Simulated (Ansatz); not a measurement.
# Does disorder add resistance in series? Al(111) layers displaced at 500 K

Two lengths of the disordered region are known. What area resistance does the third give?

Set-up. Ansatz 0.2.0, plane waves with PAW datasets at their recommended cutoffs (420 eV for most), Fermi-Dirac smearing; ballistic transmission by layer matching. The area resistance is RA = A (h/2e²)(1/T − 1/N), with T the zone-mean transmission per spin and N the lead's channels, both averaged over a few energies near the Fermi level; for magnets each spin is taken apart, with h/e², and the two conduct in parallel. Lateral cell 2x2, PBE, a fresh random draw for each length. Atoms are displaced independently, by 0.123 Å r.m.s. per direction; each RA is scaled by the nominal over the drawn mean square displacement.

The runs, with one result withheld:

| length (Å) | channels N | RA (fΩ m²) |
| --- | --- | --- |
| 9.35 | 5.430 | 0.0769 |
| 18.7 | 5.450 | 0.141 |
| 28.0 | 5.490 | ? |

Worked fit:

Ohm's law makes RA linear in the length: the slope is (0.141 − 0.0769)/(18.7 − 9.35) = 6.84×10⁻³ fΩ m² per Å, or 6.8 µΩ cm. Then 0.141 + 6.84×10⁻³ × 9.35. Predicted: 0.205 fΩ m².

What the run gave:

0.239 fΩ m², so the prediction is 14 % too low. The three lengths together give 8.7 µΩ cm. The two increments are 0.064 and 0.098 fΩ m²; with one draw for each length, their difference can't be told from scatter.

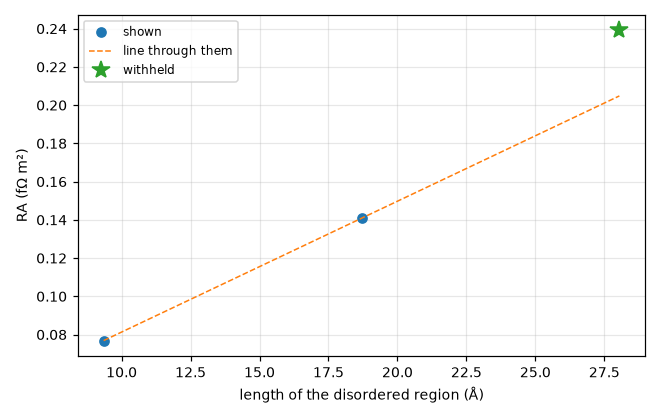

Area resistance against length.

Caveats: The scatterers repeat sideways with the small cell. The slope is a raw one; a model of isotropic scattering puts it 1.09 times the bulk value over these lengths.
